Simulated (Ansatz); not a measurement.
**ClHOS2W (SMILES [OH][W](=[S])(=[S])[Cl]): density, localisation and related maps**

```yaml
atoms:
  - { symbol: O, position_ang: [-0.7176, 1.2795, 0.3612] }
  - { symbol: W, position_ang: [0.2975, -0.2121, -0.1015] }
  - { symbol: S, position_ang: [2.1972, -0.0383, 0.8183] }
  - { symbol: S, position_ang: [-0.6508, -1.9713, 0.5950] }
  - { symbol: Cl, position_ang: [0.5597, -0.3520, -2.3346] }
  - { symbol: H, position_ang: [-1.6439, 1.2303, 0.6154] }
```

Geometry: PBE0-D4/def2-TZVP; core potentials replace the inner electrons of W.

The calculation used RKS PBE0-D4/def2-TZVPP in Ansatz.

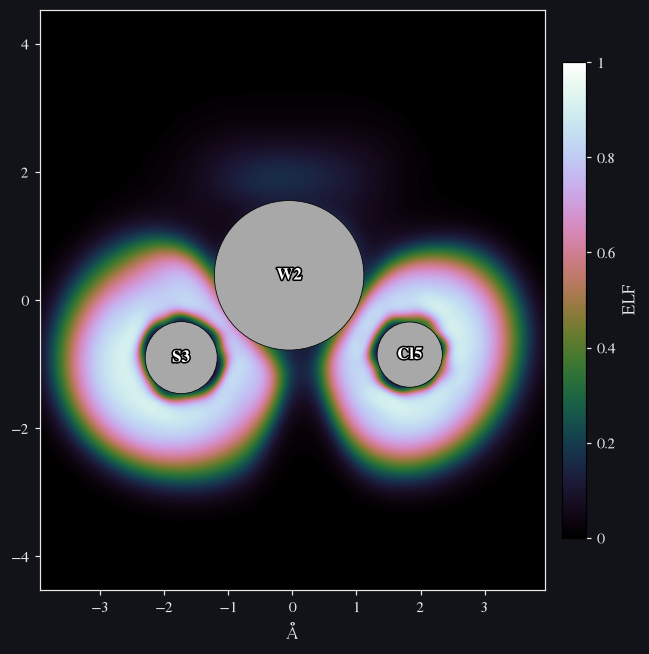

Figure 1. ELF on the plane of atoms S3, W2 and Cl5. Grey discs cover the atomic cores.

Describe what can be read from this map.

- The section cuts through W, S and Cl sites.
- W–S (2.12 Å): the ELF peaks at about 0.75 in the valence shell of S, 0.8 Å from its nucleus, and is about 0.50 at the midpoint.
- W–Cl (2.25 Å): the ELF peaks at about 0.85 in the valence shell of Cl, 0.8 Å from its nucleus, and is about 0.40 at the midpoint.

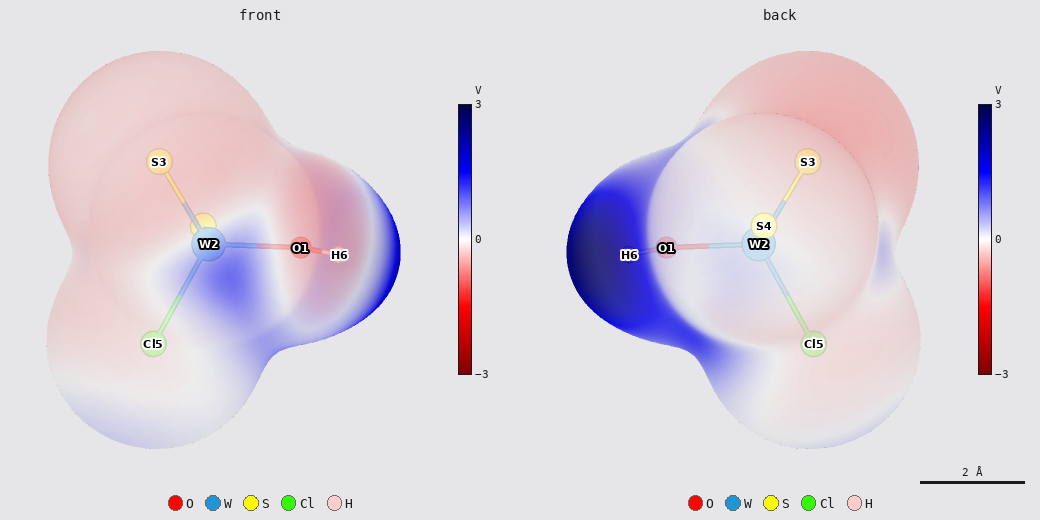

Figure 2. The molecular electrostatic potential painted on the density surface at 0.001 e/bohr³, seen from the front and from behind; the colour scale runs from red (negative) to blue (positive).

Which sites attract a positive test charge, and which a negative one?

A positive charge is drawn to the negative regions and a negative charge to the positive ones. The most negative region (about −0.5 V) lies over O1, W2, S3 and S4, the most positive (about +2.8 V) over H6.

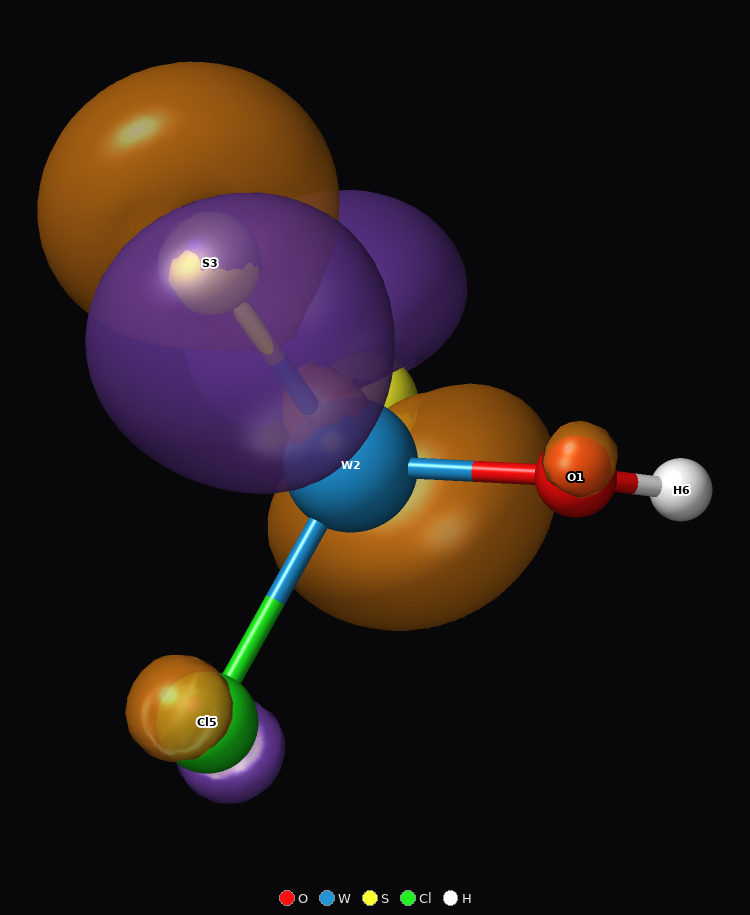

Figure 3. The HOMO at ±0.1 Å⁻³ᐟ² (orange and purple are the two phases), seen at a tilt.

What is the character of this orbital?

By Hirshfeld shares it lies mainly on S3 (about 45 %), S4 (about 40 %) and W2 (about 10 %); largely a combination of lone pairs on S3 and S4. Its energy is −7.46 eV.

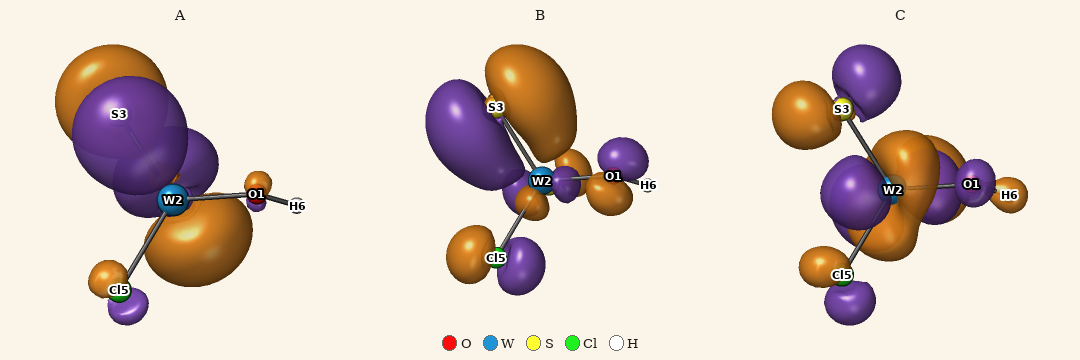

Figure 4. Three frontier orbitals at ±0.1 Å⁻³ᐟ² (orange and purple are the two phases), in no order.

Order the three orbitals by energy and name them.

B is the HOMO−1 (−8.32 eV). It lies mainly on S3 (about 60 %), W2 (about 15 %), Cl5 (about 10 %), O1 (about 5 %) and S4 (about 5 %). A is the HOMO (−7.46 eV). Its weight (Hirshfeld) is mainly on S3 (about 45 %), S4 (about 40 %) and W2 (about 10 %); largely a combination of lone pairs on S3 and S4. C is the LUMO (−2.96 eV). Its weight (Hirshfeld) is mainly on W2 (about 50 %), S4 (about 20 %), S3 (about 20 %) and Cl5 (about 5 %).

What is the HOMO–LUMO gap?

4.50 eV between the orbital energies.
